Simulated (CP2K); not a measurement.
# CH7FGeOSi (SMILES O[CH]([SiH3])[GeH2][F]): AM1

Aim: the energy change on altering one bond length of CH7FGeOSi at AM1, from 2 runs. 

The calculation is run with CP2K 2026.2.

2 further runs of the same task are left out: 1 that didn't finish, 1 set aside as unsound or not needed.

## (1) The system as given

The species is CH7FGeOSi (12 atoms), meant as a singlet with charge 0. SMILES: `O[CH]([SiH3])[GeH2][F]`. The shape comes from a force field and isn't a relaxed structure. This is one conformer, not always the lowest.

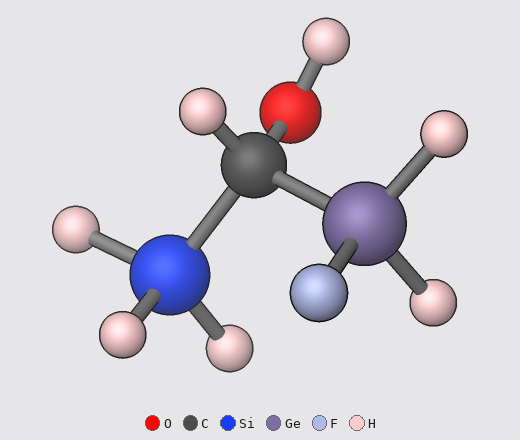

The structure, seen from a chosen angle (oxygen red, carbon dark grey, silicon blue, germanium purple, fluorine light blue, hydrogen pink).

## (2) The energy at AM1

molecule.inp reads:

```
&GLOBAL
    PROJECT molecule
    RUN_TYPE ENERGY
    PRINT_LEVEL MEDIUM
&END GLOBAL
&FORCE_EVAL
    METHOD Quickstep
    &DFT
        &QS
            METHOD AM1
            EPS_DEFAULT 1.0E-10
            &SE
                &COULOMB
                    CUTOFF [angstrom] 50
                    RC_RANGE [angstrom] 0
                &END COULOMB
                &EXCHANGE
                    CUTOFF [angstrom] 50
                    RC_RANGE [angstrom] 0
                &END EXCHANGE
            &END SE
        &END QS
        &POISSON
            PERIODIC NONE
            POISSON_SOLVER ANALYTIC
        &END POISSON
        &SCF
            SCF_GUESS ATOMIC
            EPS_SCF 1.0E-06
            MAX_SCF 100
            &DIAGONALIZATION
                ALGORITHM STANDARD
            &END DIAGONALIZATION
            &MIXING
                METHOD DIRECT_P_MIXING
                ALPHA 0.4
            &END MIXING
        &END SCF
        &PRINT
            &MOMENTS
                PERIODIC F
                REFERENCE COM
                MAX_MOMENT 1
            &END MOMENTS
            &MO ON
                ENERGIES T
                OCCUPATION_NUMBERS T
                NDIGITS 6
                &EACH
                    QS_SCF 0
                &END EACH
                ADD_LAST NUMERIC
            &END MO
            &HIRSHFELD OFF
            &END HIRSHFELD
        &END PRINT
    &END DFT
    &SUBSYS
        &CELL
            ABC 15.9 16.1 16.4
            PERIODIC NONE
        &END CELL
        &COORD
            O     -0.550000     1.585500     0.469300
            C      0.172400     0.614700    -0.119900
            Si     1.030900    -0.314300     1.218500
            Ge    -0.893900    -0.606500    -1.105700
            F      0.018000    -1.876000    -1.861000
            H     -0.892800     2.231600    -0.289500
            H      0.962300     1.052900    -0.803000
            H      1.968900     0.626500     1.970400
            H      1.887400    -1.364100     0.678100
            H      0.080300    -0.908100     2.171700
            H     -1.741200     0.159700    -2.184000
            H     -1.965300    -1.257200    -0.110900
        &END COORD
        &TOPOLOGY
            &CENTER_COORDINATES
            &END CENTER_COORDINATES
        &END TOPOLOGY
    &END SUBSYS
&END FORCE_EVAL
```

Launch:

```sh
$ OMP_NUM_THREADS=1 cp2k.psmp -i molecule.inp > molecule.out 2>&1
```

The log of the run:

```text
CP2K| version string:                                       CP2K version 2026.2
[...]
 GLOBAL| Method name                                                        CP2K
[...]
 GLOBAL| Run type                                                         ENERGY
[...]
                             - Atoms:                                         12
[...]
                             - Spherical basis functions:                     27
[...]
 Number of electrons:                                                         32
[...]
     1 P_Mix/Diag. 0.40E+00    0.0     0.61954436       -37.7382158256 -3.77E+01
[...]
    18 DIIS/Diag.  0.33E-06    0.0     0.00000093       -43.9502583772 -1.13E-11
  *** SCF run converged in    18 steps ***
  Core-core repulsion energy [eV]:                           2267.82649348014729
  Core Hamiltonian energy [eV]:                             -1934.75461343656389
  Two-electron integral energy [eV]:                        -3058.03846267887047
  Electronic energy [eV]:                                   -3463.77384477599890
  Total energy [eV]:                                        -1195.94735129585183
  Atomic reference energy [eV]:                              1191.90028709882949
  Heat of formation [kcal/mol]:                               -93.32752488852111
[...]
 SE_DIPOLE| Moment [Debye]          0.45395064      -1.50428166       0.44483930
 SE_DIPOLE| Derivative [a.u.]       0.00000000       0.00000000       0.00000000
 ENERGY| Total FORCE_EVAL ( QS ) energy [hartree]            -43.950258377164488
[...]
```

It took 0.44 s on 1 thread of Arm Neoverse N1, shared host; peak memory 0.13 GiB.

## (3) The distorted shape at the same level

mol.inp reads:

```
&FORCE_EVAL
 METHOD QS
 &DFT
  &QS
   METHOD AM1
   EPS_DEFAULT 1.0E-10
   &SE
    &COULOMB
     CUTOFF [angstrom] 50
     RC_RANGE [angstrom] 0
    &END COULOMB
    &EXCHANGE
     CUTOFF [angstrom] 50
     RC_RANGE [angstrom] 0
    &END EXCHANGE
   &END SE
  &END QS
  &POISSON
   PERIODIC NONE
   POISSON_SOLVER ANALYTIC
  &END POISSON
  &SCF
   SCF_GUESS ATOMIC
   EPS_SCF 1.0E-06
   MAX_SCF 100
   &DIAGONALIZATION
    ALGORITHM STANDARD
   &END DIAGONALIZATION
   &MIXING
    METHOD DIRECT_P_MIXING
    ALPHA 0.4
   &END MIXING
  &END SCF
  &PRINT
   &MOMENTS
    PERIODIC F
    REFERENCE COM
    MAX_MOMENT 1
   &END MOMENTS
   &MO ON
    ENERGIES T
    OCCUPATION_NUMBERS T
    NDIGITS 6
    &EACH
     QS_SCF 0
    &END EACH
    ADD_LAST NUMERIC
   &END MO
   &HIRSHFELD OFF
   &END HIRSHFELD
  &END PRINT
 &END DFT
 &SUBSYS
  &CELL
   ABC 15.9 16.9 16.5
   PERIODIC NONE
  &END CELL
  &COORD
   O     -1.097146     2.347209     0.922485
   C     -0.374746     1.376409     0.333285
   Si     0.483754     0.447409     1.671685
   Ge    -1.441046     0.155209    -0.652515
   F      0.018000    -1.876000    -1.861000
   H     -1.439946     2.993309     0.163685
   H      0.415154     1.814609    -0.349815
   H      1.421754     1.388209     2.423585
   H      1.340254    -0.602391     1.131285
   H     -0.466846    -0.146391     2.624885
   H     -2.288346     0.921409    -1.730815
   H     -2.512446    -0.495491     0.342285
  &END COORD
  &TOPOLOGY
   &CENTER_COORDINATES
   &END CENTER_COORDINATES
  &END TOPOLOGY
 &END SUBSYS
&END FORCE_EVAL
&GLOBAL
 PROJECT mol
 RUN_TYPE ENERGY
 PRINT_LEVEL MEDIUM
&END GLOBAL
```

Launch:

```sh
$ OMP_NUM_THREADS=1 cp2k.psmp mol.inp > mol.out
```

The log of the run:

```text
CP2K| version string:                                       CP2K version 2026.2
[...]
 GLOBAL| Method name                                                        CP2K
[...]
 GLOBAL| Run type                                                         ENERGY
[...]
                             - Atoms:                                         12
[...]
                             - Spherical basis functions:                     27
[...]
 Number of electrons:                                                         32
[...]
     1 P_Mix/Diag. 0.40E+00    0.0     0.61960079       -37.8973764486 -3.79E+01
[...]
    20 DIIS/Diag.  0.24E-06    0.0     0.00000084       -43.7760187928 -3.33E-11
  *** SCF run converged in    20 steps ***
  Core-core repulsion energy [eV]:                           2102.78141685434002
  Core Hamiltonian energy [eV]:                             -1928.68527911876004
  Two-electron integral energy [eV]:                        -2730.60437763768005
  Electronic energy [eV]:                                   -3293.98746793759983
  Total energy [eV]:                                        -1191.20605108325981
  Atomic reference energy [eV]:                              1191.90028709882949
  Heat of formation [kcal/mol]:                                16.00946411209890
[...]
 SE_DIPOLE| Moment [Debye]          1.69966650      -3.58380230      -0.92537499
 SE_DIPOLE| Derivative [a.u.]       0.00000000       0.00000000       0.00000000
 ENERGY| Total FORCE_EVAL ( QS ) energy [hartree]            -43.776018792820466
[...]
```

Run time: 0.44 s. Hardware: 1 thread of Arm Neoverse N1, shared host; peak memory 0.13 GiB.

## (4) Outcome

Level: AM1.

```
                                                          quantity           value
                                         first shape: total energy    -43.95026 Eh
                                        first shape: dipole moment          1.63 D
                                          first shape: HOMO energy       -10.09 eV
                                    first shape: heat of formation  -93.3 kcal/mol
                                     distorted shape: total energy    -43.77602 Eh
                                    distorted shape: dipole moment          4.07 D
                                      distorted shape: HOMO energy       -10.35 eV
                                distorted shape: heat of formation   16.0 kcal/mol
energy change with the Ge4–F5 bond stretched from 1.736 to 2.778 Å        4.741 eV
```

In words: One bond (distorted shape) is far stretched, which a spin-restricted single reference describes badly. With the Ge4–F5 bond stretched from 1.736 to 2.778 Å the energy rises by 4.74 eV (457 kJ/mol). The first shape isn't relaxed at this level, so the change isn't measured from a minimum. A restricted reference can't describe the breaking bond well at this length.
